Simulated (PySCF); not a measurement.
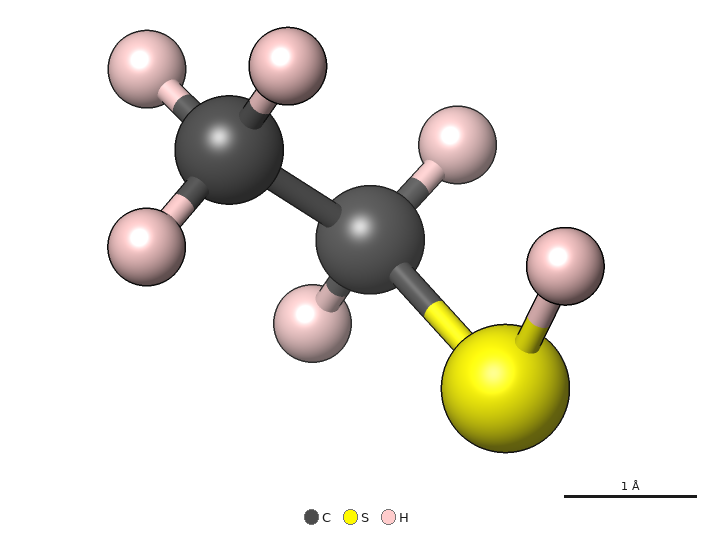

The picture shows a molecular structure as a ball-and-stick model. Every bond is drawn as one stick, whatever its order.

Computed geometry: GFN2-xTB optimisation. No frequency run is at hand to confirm it as a minimum.

> What is the molecular formula?

C2H6S, 9 atoms: 2 carbon, 6 hydrogen and 1 sulfur.

> How many atoms are distinct by symmetry?

9: 1 C, 1 C, 1 S, 1 H, 1 H, 1 H, 1 H, 1 H, 1 H.

The parts below concern this one geometry. Atoms keep their numbers from picture to picture.

Dipole moment

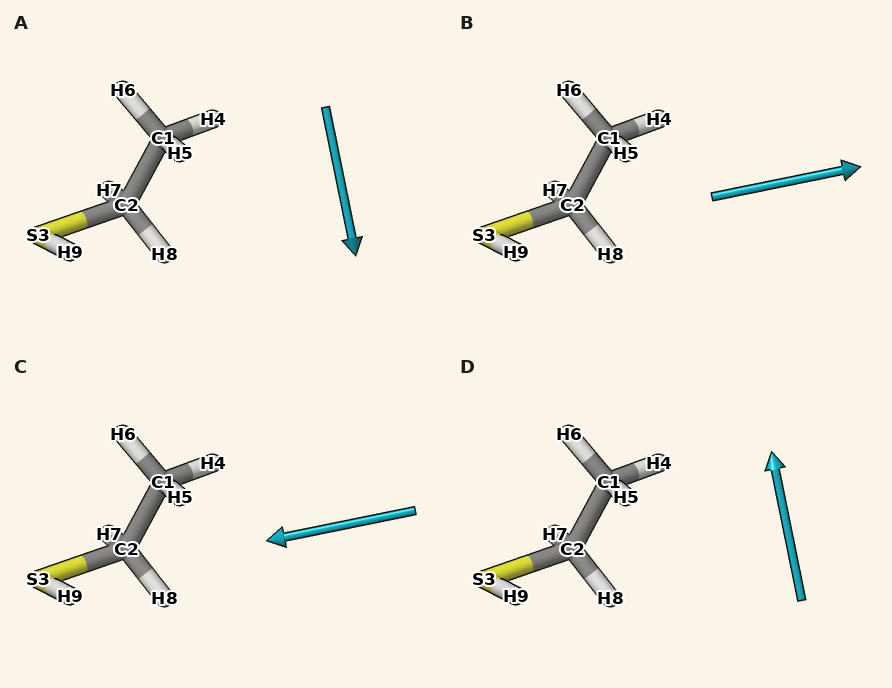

The same molecule four times, each with an arrow. No frequency run is at hand to confirm it as a minimum. Properties computed with PBE0/pcSseg-1, gas phase (PySCF 2.14.0).

> Which arrow points along the dipole moment, from the negative to the positive end?

B. The dipole moment is 1.82 D; it points from the side of S3 to the side of H4 (the outermost atoms at the two ends).

Charges

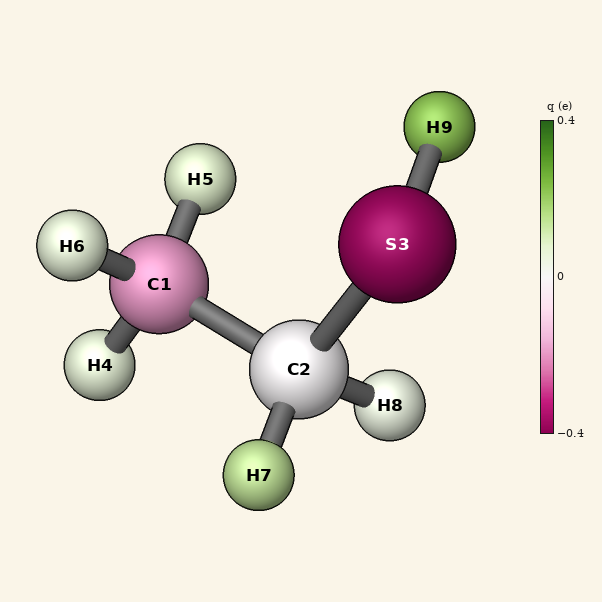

Atoms are coloured by their ESP-fitted charges. No frequency run is at hand to confirm it as a minimum. Level of theory: PBE0/pcSseg-1, gas phase (PySCF 2.14.0).

Give the ESP-fitted charges atom by atom.

```tsv
atom	value (e)
C1	−0.20
C2	−0.01
S3	−0.38
H4	0.06
H5	0.08
H6	0.06
H7	0.14
H8	0.04
H9	0.21
```

NMR shielding

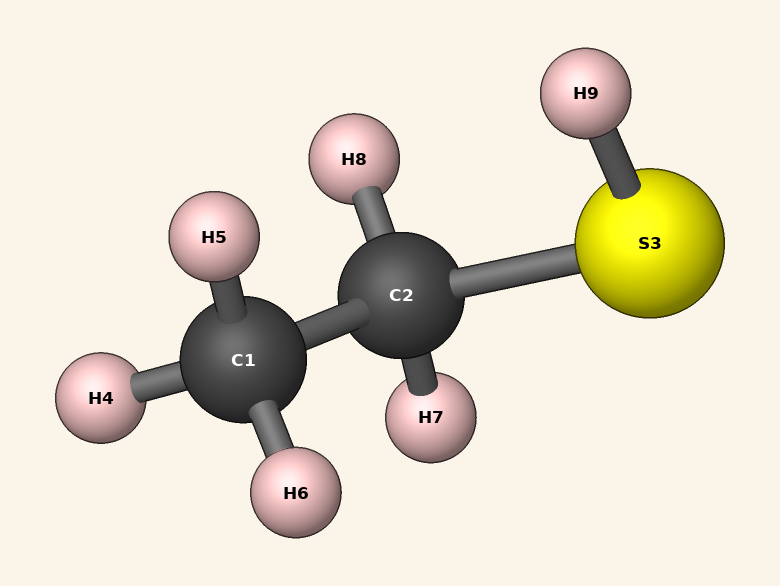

The questions are on isotropic NMR shieldings of the C atoms. No frequency run is at hand to confirm it as a minimum. Method: GIAO PBE0/pcSseg-1 NMR shielding, non-relativistic, gas phase (PySCF 2.14.0).

List the isotropic NMR shieldings of the C atoms.

```tsv
atom	σ (ppm)
C1	163.1
C2	159.9
```

Bond orders

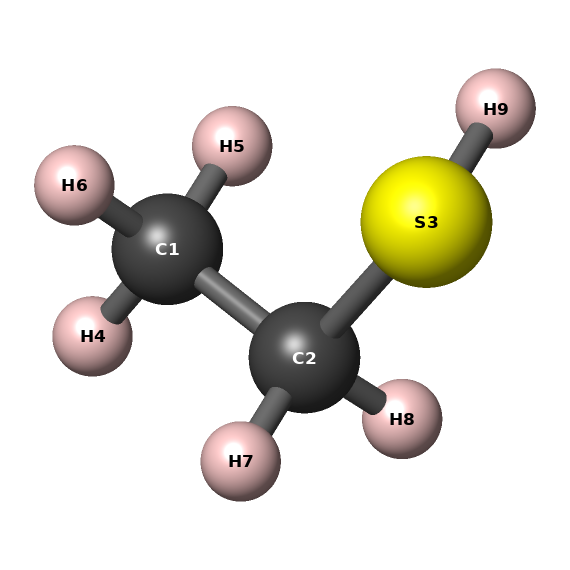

Every bond is drawn as one stick. No frequency run is at hand to confirm it as a minimum. Computed with PBE0/pcSseg-1 (PySCF 2.14.0).

List the Mayer bond orders of C1–C2, C1–H4, C1–H5, C1–H6, C2–S3, C2–H7, C2–H8, S3–H9.

| bond | Mayer order | length (Å) |
| --- | --- | --- |
| C1–C2 | 1.03 | 1.516 |
| C1–H4 | 0.96 | 1.088 |
| C1–H5 | 0.97 | 1.089 |
| C1–H6 | 0.96 | 1.088 |
| C2–S3 | 1.02 | 1.829 |
| C2–H7 | 0.94 | 1.090 |
| C2–H8 | 0.94 | 1.090 |
| S3–H9 | 0.93 | 1.332 |
